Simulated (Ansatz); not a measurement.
# GeN2H4F2 (SMILES [NH2][Ge]([NH2])([F])[F]) at revPBE/6-31G(d) (spherical functions)

Aim: the electronic atomisation energy of GeN2H4F2 at revPBE/6-31G* (spherical functions), from 5 runs. 

The calculation is run with Ansatz 0.2.0.

47 further runs of the same task are left out: 47 set aside as unsound or not needed. Runs told in other sessions of the task aren't counted.

### 1 The structure to begin with

The species is GeN2H4F2 (9 atoms), meant as a singlet with charge 0. SMILES: `[NH2][Ge]([NH2])([F])[F]`. The coordinates come from a PBE0-D4/def2-TZVP relaxation. This is one conformer, not always the lowest.

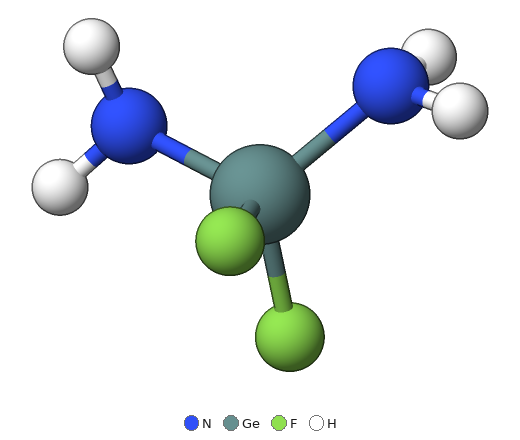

Viewed from a chosen angle; nitrogen blue, germanium teal, fluorine green, hydrogen white.

### 2 A single-point energy at revPBE/6-31G(d) (spherical functions)

in.yaml

```yaml
crystal:
  periodic: [false, false, false]
  atoms:
    - {symbol: "N", position_ang: [-0.357200, 1.470600, -0.432900]}
    - {symbol: Ge, position_ang: [0.131100, -0.254300, -0.371100]}
    - {symbol: "N", position_ang: [0.088800, -0.889600, 1.305800]}
    - {symbol: F, position_ang: [-0.830100, -1.356500, -1.291000]}
    - {symbol: F, position_ang: [1.658800, -0.315400, -1.175700]}
    - {symbol: H, position_ang: [-1.289100, 1.676100, -0.105200]}
    - {symbol: H, position_ang: [-0.173100, 1.942600, -1.305600]}
    - {symbol: H, position_ang: [0.163500, -1.892200, 1.392000]}
    - {symbol: H, position_ang: [0.695700, -0.427900, 1.966600]}
basis:
  gaussian:
    orbitals: 6-31G_st_-spherical.json
hamiltonian:
  xc: {name: revPBE}
accuracy: high
output:
  orbitals: {seedname: orbitals}
```

The basis set 6-31G* is read from a file made from the Basis Set Exchange's data (not shown).

On the command line:

```bash
$ ansatz run in.yaml --threads 1 --pin off --max-ram 2610MiB --events-out events.jsonl --progress --plain --runs-dir runs
```

Output:

```text
Warning: RAYON_NUM_THREADS=1 ignored (pool sized by the plan → 1); use --threads N
Functional definition: revPBE
  name "revPBE"
  parameter kappa = 1.245
  parameter beta = 0.06672455060314922
  exchange = pbe_x(kappa = kappa, mu = beta*pi^2/3)
  correlation = pbe_c(beta = beta)
2159 factors; integrals over basis functions are off by at most 4.3e-9 eV
mean field evaluation 1: about -64969.4678 eV, gradient 9.1e1 eV
mean field evaluation 2: about -64931.2125 eV, gradient 1.5e2 eV
mean field evaluation 4: about -64984.1582 eV, gradient 1.4e1 eV
mean field evaluation 8: about -64984.4537 eV, gradient 1.6e-1 eV
mean field evaluation 16: about -64984.4537 eV, gradient 4.4e-5 eV
mean field -64984.45371984 eV, -2388.1346261595 hartree, gradient 1.4e-8 eV, S^2 0.000000; 0 other end points of the search recorded, 0 dependent functions left out
reference -64984.45372507 eV, -2388.1346263516 hartree; 34, 34 occupied and 62, 62 virtual orbitals, 2159 factors
Total energy: -64984.45372507 eV, -2388.1346263516 hartree
```

Wall time 9.3 s (1 thread of Arm Neoverse V1, shared host); peak memory 0.26 GiB.

### 3 The F atom, same level

input.yaml

```yaml
crystal:
  periodic: [false, false, false]
  atoms:
    - {symbol: F, position_ang: [0.000000, 0.000000, 0.000000]}
basis:
  gaussian: {orbitals: 6-31G_st_-spherical.json}
magnetization: {spin_polarized: true, initial_magnetization: 1}
hamiltonian: {xc: {name: revPBE}}
accuracy: high
```

The basis set 6-31G* is read from a file made from the Basis Set Exchange's data (not shown).

Run the same way, it converges to -99.67861 Eh (log not shown).

### 4 The Ge atom

in.yaml

```yaml
crystal:
  periodic: [false, false, false]
  atoms:
    - {symbol: Ge, position_ang: [0.000000, 0.000000, 0.000000]}
basis:
  gaussian: {orbitals: 6-31G_st_-spherical.json}
magnetization: {spin_polarized: true, initial_magnetization: 2}
hamiltonian: {xc: {name: revPBE}}
accuracy: high
```

The basis set 6-31G* is read from a file made from the Basis Set Exchange's data (not shown).

Run the same way, it converges to -2076.48463 Eh (log not shown).

### 5 The H atom

input.yaml

```yaml
crystal:
  periodic: [false, false, false]
  atoms:
    - {symbol: H, position_ang: [0.000000, 0.000000, 0.000000]}
basis:
  gaussian:
    orbitals: "6-31G*"
magnetization:
  spin_polarized: true
  initial_magnetization: 1
hamiltonian:
  xc: {name: revPBE}
accuracy: high
```

On the command line:

```bash
$ ansatz run input.yaml --threads 1 --pin off --max-ram 2610MiB --events-out events.jsonl --progress --plain --runs-dir runs
```

Output:

```text
Warning: RAYON_NUM_THREADS=1 ignored (pool sized by the plan → 1); use --threads N
Functional definition: revPBE
  name "revPBE"
  parameter kappa = 1.245
  parameter beta = 0.06672455060314922
  exchange = pbe_x(kappa = kappa, mu = beta*pi^2/3)
  correlation = pbe_c(beta = beta)
3 factors; integrals over basis functions are off by at most 5.4e-10 eV
mean field evaluation 1: about -13.6592 eV, gradient 1.3e-1 eV
mean field evaluation 2: about -13.6582 eV, gradient 1.5e-1 eV
mean field evaluation 4: about -13.6584 eV, gradient 9.0e-7 eV
mean field evaluation 8: about -13.6584 eV, gradient 5.2e-10 eV
mean field -13.65837642 eV, -0.5019360756 hartree, gradient 3.5e-9 eV, S^2 0.750000; 0 other end points of the search recorded, 0 dependent functions left out
reference -13.65837845 eV, -0.5019361500 hartree; 1, 0 occupied and 1, 2 virtual orbitals, 3 factors
Total energy: -13.65837845 eV, -0.5019361500 hartree
```

Wall time 0.1 s (1 thread of Arm Neoverse V1, shared host).

### 6 The N atom, same level

input.yaml

```yaml
basis:
  gaussian: {orbitals: 6-31G_st_-spherical.json}
crystal:
  periodic: [false, false, false]
  atoms:
    - {symbol: N, position_ang: [0.000000, 0.000000, 0.000000]}
magnetization: {spin_polarized: true, initial_magnetization: 3}
hamiltonian: {xc: {name: revPBE}}
accuracy: high
```

The basis set 6-31G* is read from a file made from the Basis Set Exchange's data (not shown).

On the command line:

```bash
$ ansatz run input.yaml --threads 1 --pin off --max-ram 2610MiB --events-out events.jsonl --progress --plain --runs-dir runs
```

Output:

```text
Warning: RAYON_NUM_THREADS=1 ignored (pool sized by the plan → 1); use --threads N
Functional definition: revPBE
  name "revPBE"
  parameter kappa = 1.245
  parameter beta = 0.06672455060314922
  exchange = pbe_x(kappa = kappa, mu = beta*pi^2/3)
  correlation = pbe_c(beta = beta)
96 factors; integrals over basis functions are off by at most 1.2e-9 eV
mean field evaluation 1: about -1484.6500 eV, gradient 6.1e0 eV
mean field evaluation 2: about -1484.7433 eV, gradient 4.5e0 eV
mean field evaluation 4: about -1484.8457 eV, gradient 9.9e-3 eV
mean field evaluation 8: about -1484.8451 eV, gradient 2.9e-5 eV
mean field -1484.84510377 eV, -54.5670510995 hartree, gradient 1.2e-8 eV, S^2 3.751482; 0 other end points of the search recorded, 0 dependent functions left out
reference -1484.84510512 eV, -54.5670511489 hartree; 5, 2 occupied and 9, 12 virtual orbitals, 96 factors
Total energy: -1484.84510512 eV, -54.5670511489 hartree
```

Run time: 0.26 s. Hardware: 1 thread of Arm Neoverse V1, shared host.

### 7 Outcome

Level: revPBE/6-31G* (spherical functions).

```
                     quantity           value
       molecule: total energy  -2388.13463 Eh
        molecule: HOMO energy        -6.29 eV
        molecule: LUMO energy        -0.46 eV
      molecule: HOMO–LUMO gap         5.82 eV
         F atom: total energy    -99.67861 Eh
                 F atom: ⟨S²⟩           0.751
        Ge atom: total energy  -2076.48463 Eh
                Ge atom: ⟨S²⟩           2.002
         H atom: total energy     -0.50194 Eh
                 H atom: ⟨S²⟩           0.750
         N atom: total energy    -54.56705 Eh
                 N atom: ⟨S²⟩           3.751
electronic atomisation energy       31.319 eV
```

Taking the molecule apart into free atoms costs 31.32 eV (722 kcal/mol), before zero-point energy and without spin-orbit coupling.
